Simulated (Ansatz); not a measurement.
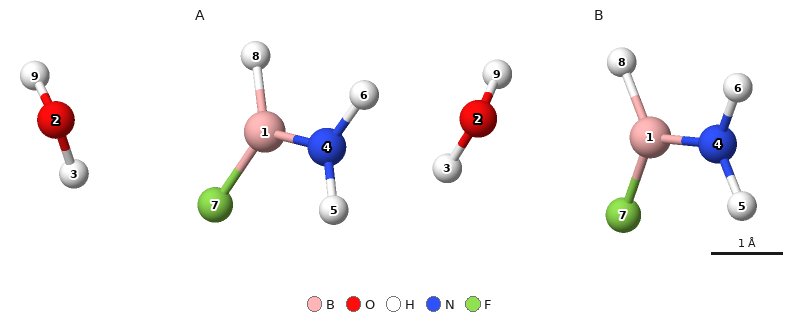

Two geometries of BNH$_{5}$OF, drawn at one scale. One is the start of a relaxation, the other its converged end. Style: ball-and-stick. Shown at a tilt.

Method: RHF/def2-SVP in Ansatz. Settings: no spin polarisation; force threshold 0.03 eV/Å; at most 50 steps.

**Which of the two is the end point?**

Structure A is the relaxed one. The run prepares an end point of a later path (reaction) calculation, from a guessed geometry. After 11 geometry steps the energy has fallen by 4.14 kcal/mol. The largest force component goes from 1.2 to 0.025 eV/Å. The atom that moves furthest after the best rigid fit is H9 (0.90 Å). Largest moves by element: H 0.90 Å, O 0.33 Å, F 0.24 Å, B 0.21 Å, N 0.13 Å. Among the contacts that change: O2–H9 0.967 → 0.945 Å, B1–F7 1.333 → 1.339 Å.

Limits of the set-up: Hartree-Fock leaves out electron correlation.
